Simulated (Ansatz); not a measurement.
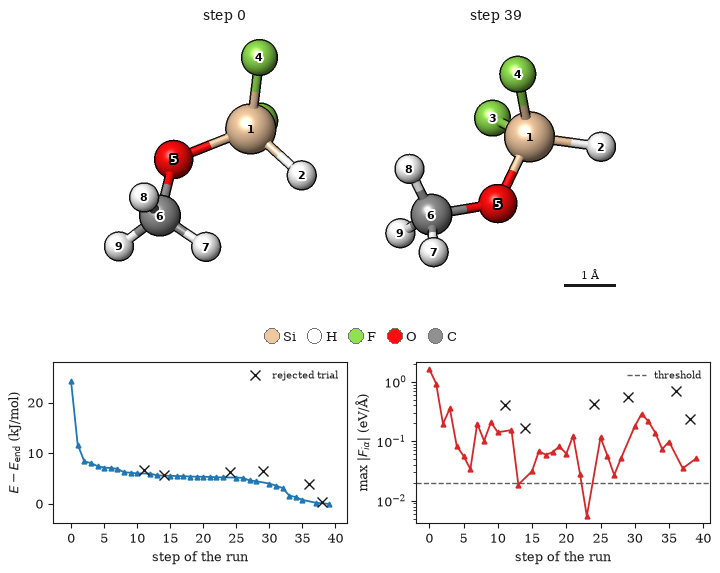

First and last geometry of a relaxation of CH$_{4}$F$_{2}$OSi, with the history of the run. Style: ball-and-stick. Shown from a free direction.

The run prepares the start of a later molecular dynamics calculation, from a guessed geometry.

All numbers below come from RHF/6-31G* (Ansatz 0.2.0).

Input file:
```yaml
crystal:
  periodic: [false, false, false]
  atoms:
    - { symbol: Si, position_ang: [0.0, 0.0, 0.0] }
    - { symbol: H, position_ang: [0.0, 0.0, 1.46] }
    - { symbol: F, position_ang: [1.4994, 0.0, -0.5295] }
    - { symbol: F, position_ang: [-0.7489, 1.2974, -0.5295] }
    - { symbol: O, position_ang: [-0.7913, -1.3709, -0.5594] }
    - { symbol: C, position_ang: [-1.5365, -2.2685, 0.2501] }
    - { symbol: H, position_ang: [-1.2251, -2.1576, 1.3097] }
    - { symbol: H, position_ang: [-2.6187, -2.04, 0.1571] }
    - { symbol: H, position_ang: [-1.349, -3.3106, -0.083] }
basis:
  gaussian: { orbitals: "6-31G*" }
hamiltonian:
  xc: hf
relax:
  f_tol: 0.02
  max_steps: 40
```

Run as
```bash
ansatz run input.yaml --threads 1 --pin off --max-ram 2048MiB --backend cpu --events-out ev --progress --plain --runs-dir out
```

Did the run converge, and what did it change?

Answer. The relaxation stopped without meeting its thresholds, so the last structure isn't shown to be converged. It used up its limit of 40 steps. O5 moves most after the best rigid fit: 1.42 Å. By element the largest moves are O 1.42 Å, H 1.10 Å, F 0.81 Å, Si 0.23 Å, C 0.02 Å. Among the contacts that change: Si1–O5 1.679 → 1.605 Å, C6–H7 1.110 → 1.081 Å, Si1–H2 1.460 → 1.451 Å, O5–C6 1.420 → 1.411 Å. Among the angles between lasting bonds that change: F3–Si1–F4 109.5° → 105.2°, Si1–O5–C6 125.0° → 128.9°. Groups turn about Si1–O5 by about 165°, O5–C6 by about 130°. Over 33 accepted moves (39 points after the start) the energy falls by 24.2 kJ/mol. The largest force component goes from 1.6 to 0.052 eV/Å. The line search rejected the trial steps at points 11, 14, 24, 29, 36, 38 of the run. The forces were under the threshold at step 13, but the run went on from there.

Limits of the set-up: Hartree-Fock leaves out electron correlation.
